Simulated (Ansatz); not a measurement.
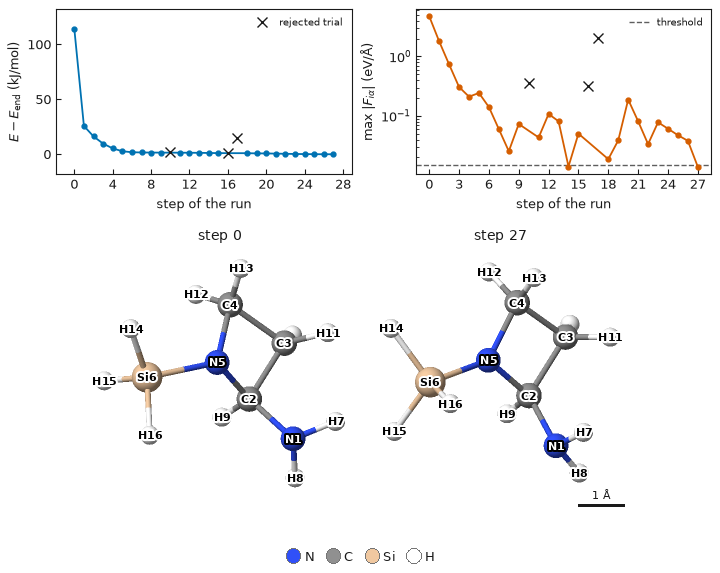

First and last geometry of a relaxation of C$_{3}$H$_{10}$N$_{2}$Si, with the history of the run. A ball-and-stick model, seen from a free direction.

The run prepares an end point of a later path (inversion) calculation, from a guessed geometry.

Method: RHF/def2-SVP (Ansatz). Settings: no spin polarisation; force threshold 0.015 eV/Å; at most 40 steps.

Question: What do the curves and the structures tell?

Answer: It converged. The energy falls by 114.2 kJ/mol in 24 accepted moves (27 points after the start). Largest force component: 4.7 eV/Å at the start, 0.014 eV/Å at the end. The line search rejected the trial steps at points 10, 16, 17 of the run. The forces were under the threshold at step 14, but the run went on from there. The atom that moves furthest after the best rigid fit is an H atom (1.25 Å). Largest moves by element: H 1.25 Å, N 0.44 Å, C 0.26 Å, Si 0.13 Å. Some distances before and after: C–N 1.556 → 1.458 Å, H–N 1.053 → 1.004 Å, C–H 1.050 → 1.094 Å, C–C 1.512 → 1.551 Å. Bond angles that change, for instance: N–C–C 105.5° → 121.1°, C–N–Si 122.3° → 134.3°, N–C–H 117.2° → 106.9°. Groups turn about C–N by about 35°.

```csv
step,"E − E(0), kJ/mol","largest force component, eV/Å",note
0,0.00,4.7434,
1,-88.45,1.7941,
2,-97.97,0.7333,
3,-104.55,0.3060,
4,-108.88,0.2104,
5,-111.48,0.2427,
6,-112.38,0.1405,
7,-112.61,0.0598,
8,-112.69,0.0254,
9,-112.74,0.0730,
10,-112.52,0.3570,rejected
11,-112.81,0.0433,
12,-112.86,0.1076,
13,-112.93,0.0811,
14,-113.05,0.0140,
15,-113.19,0.0502,
16,-112.77,0.3233,rejected
17,-99.06,2.0365,rejected
18,-113.27,0.0187,
19,-113.44,0.0387,
20,-113.48,0.1881,
21,-113.65,0.0811,
22,-113.81,0.0335,
23,-113.97,0.0779,
24,-114.06,0.0608,
25,-114.17,0.0473,
26,-114.21,0.0381,
27,-114.23,0.0139,
```
